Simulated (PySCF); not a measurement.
System: C2H11Ge2N.

```xyz
16

C    -1.9960    0.3538    0.9681
N    -1.3557    0.7001   -0.2889
Ge   -0.2735   -0.4627   -1.1735
C     1.1613   -1.0342    0.0478
Ge    2.0536    0.4769    0.9246
H    -2.3419    1.2606    1.4682
H    -2.8500   -0.3240    0.8537
H    -1.2609   -0.1312    1.6103
H    -1.9991    1.2070   -0.8828
H     0.2191    0.3384   -2.3457
H    -0.9763   -1.7045   -1.7250
H     1.8985   -1.6029   -0.5193
H     0.7564   -1.7107    0.8010
H     3.1673   -0.0284    1.7984
H     2.6578    1.4071   -0.0742
H     1.1318    1.2635    1.7933
```

Geometry: GFN2-xTB.

Theory: CAM-B3LYP/def2-SVPD, SCF density, gas phase (PySCF).

> Predict the electron density and electron localisation function between the atoms.

C–Ge (1.96 Å): the density is about 0.86 e/Å³ at the midpoint; the ELF peaks at about 0.90 in the valence shell of C, 0.7 Å from its nucleus, and is about 0.70 at the midpoint.
Ge–H (1.50 Å): ρ at the midpoint is about 1.1 e/Å³; the ELF climbs to about 1 towards the hydrogen.

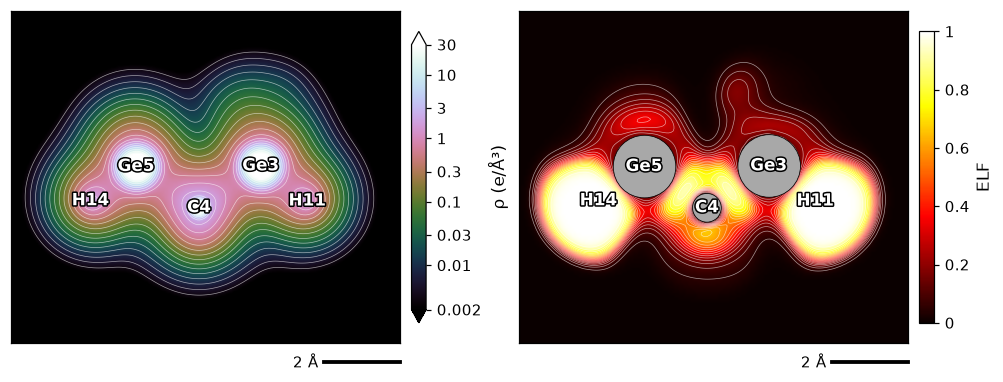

Computed electron density and electron localisation function on the plane of atoms Ge3, C4 and Ge5, in this order. Grey discs cover the atomic cores in the ELF map. 
